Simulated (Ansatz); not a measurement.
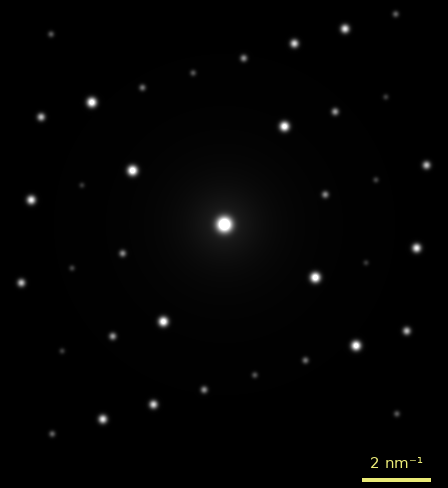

Kinematic zone-axis pattern, calculated for 120 keV electrons with B = 0.5 Å².

Phase: Cs2HgS2, space group Pbam (No. 55), a = 8.15 Å, b = 10.38 Å, c = 4.67 Å. Structure: the end point of a relaxation with Ansatz 0.2.0, DFT, PAW plane waves, pbe; the starting structure was generated, so it need not be a known form of this composition.

```tsv
atom	site	symmetry	x	y	z
Hg	2a	..2/m	0.5000	0.5000	0.0000
Cs	4h	..m	0.3921	0.8336	0.5000
S	4g	..m	0.2394	0.5922	0.0000
```

Measure the pattern against the scale bar and name the zone.

The spots form an oblique net whose two shortest vectors correspond to d = 6.41 Å and 4.26 Å, 75.3° apart. They index as 1 -1 0 (itself too weak to see) and 0 -1 1 (itself extinct), so the zone axis is ±[111] (or an equivalent direction of <111>).

Which reflections of this zone are missing, and why?

A glide plane extinguishes reflections such as 0 1 -1, 1 0 -1, 0 3 -3; reflections such as 1 -1 0 are allowed but too weak to see at this display level. In a thicker crystal double diffraction can put intensity into those places emptied by glide planes or screw axes that lie on the net of the visible spots, but never into those emptied by centring.

List the strongest reflections.

Strongest reflections with d > 1.62 Å, one of each family (|F|² from tabulated Gaussian fits of the electron scattering factors, times a small damping for the curvature of the Ewald sphere):

| hkl | d (Å) | I (strongest = 100) |
| --- | --- | --- |
| 1 -2 1 | 3.193 | 100 |
| 1 -3 2 | 1.883 | 80 |
| 2 -1 -1 | 2.944 | 76 |
| 3 -4 1 | 1.741 | 42 |
| 3 -1 -2 | 1.745 | 28 |
| 3 -2 -1 | 2.140 | 9 |
